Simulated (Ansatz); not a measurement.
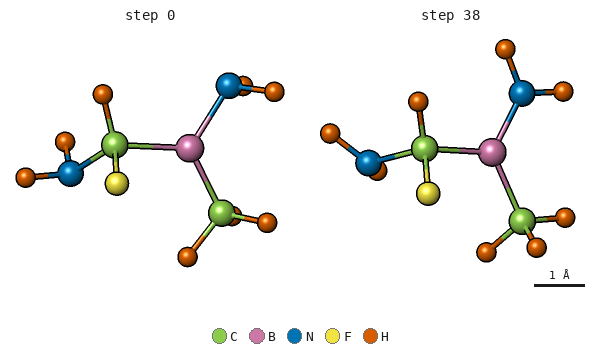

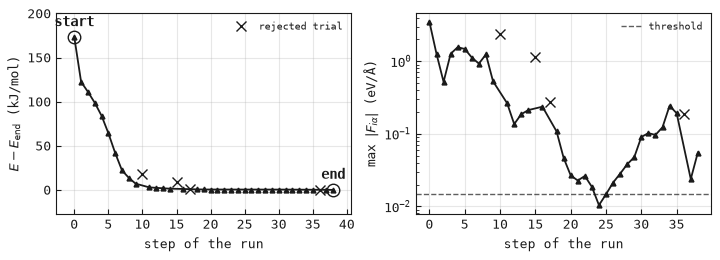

First and last geometry of a relaxation of C₂H₈BFN₂, with the history of the run. Style: ball-and-stick. Shown from a free direction.

The run prepares an end point of a later path (inversion) calculation, from a guessed geometry.

The calculation used Ansatz 0.2.0, RHF/def2-mTZVP.

The input:
```yaml
crystal:
  periodic: [false, false, false]
  atoms:
    - { symbol: C, position_ang: [-1.2389, 0.318, -1.1999] }
    - { symbol: B, position_ang: [-0.3386, -0.4498, -0.2298] }
    - { symbol: "N", position_ang: [-0.1258, -1.9276, -0.492] }
    - { symbol: C, position_ang: [0.4369, 0.2937, 1.0064] }
    - { symbol: "N", position_ang: [1.2318, 1.3499, 0.5192] }
    - { symbol: F, position_ang: [-0.6188, 0.8229, 1.8309] }
    - { symbol: H, position_ang: [-1.3343, 1.4253, -0.8881] }
    - { symbol: H, position_ang: [-2.2607, -0.0747, -1.2082] }
    - { symbol: H, position_ang: [-0.8719, 0.3374, -2.199] }
    - { symbol: H, position_ang: [0.21406, -1.99588, -1.51088] }
    - { symbol: H, position_ang: [-1.09421, -2.3784, -0.50968] }
    - { symbol: H, position_ang: [0.9773, -0.4475, 1.6074] }
    - { symbol: H, position_ang: [1.5551, 1.8843, 1.3595] }
    - { symbol: H, position_ang: [2.0303, 0.9391, 0.0766] }
basis:
  gaussian: { orbitals: def2-mTZVP }
hamiltonian:
  xc: hf
relax:
  f_tol: 0.015
  max_steps: 40
```

Command:
```bash
ansatz run input.yaml --threads 2 --pin off --max-ram 3072MiB --backend cpu --events-out ev --progress --plain --runs-dir out
```

Q: Read the history and describe the run.

A: The relaxation stopped without meeting its thresholds, so the last structure isn't shown to be converged. After 34 accepted moves (38 points after the start) the energy has fallen by 173.1 kJ/mol. The largest force component goes from 3.5 to 0.055 eV/Å. The line search rejected the trial steps at points 10, 15, 17, 36 of the run. The forces were under the threshold at step 24, but the run went on from there. The largest move after the best rigid fit is that of H11, 1.73 Å. By element the largest moves are H 1.73 Å, N 0.35 Å, F 0.31 Å, C 0.27 Å, B 0.13 Å. Among the contacts that change: B2–N3 1.516 → 1.395 Å, N3–H10 1.076 → 0.995 Å, N3–H11 1.068 → 0.996 Å, C1–H7 1.154 → 1.086 Å. Bond angles that change, for instance: B2–N3–H11 106.7° → 124.0°, B2–N3–H10 105.7° → 122.9°, C4–N5–H13 106.2° → 115.5°. Groups turn about C4–N5 by about 60°, C1–B2 by about 55°. The run took 81 s on 2 threads of Arm Neoverse V2, on a shared host, peak memory 0.33 GiB.
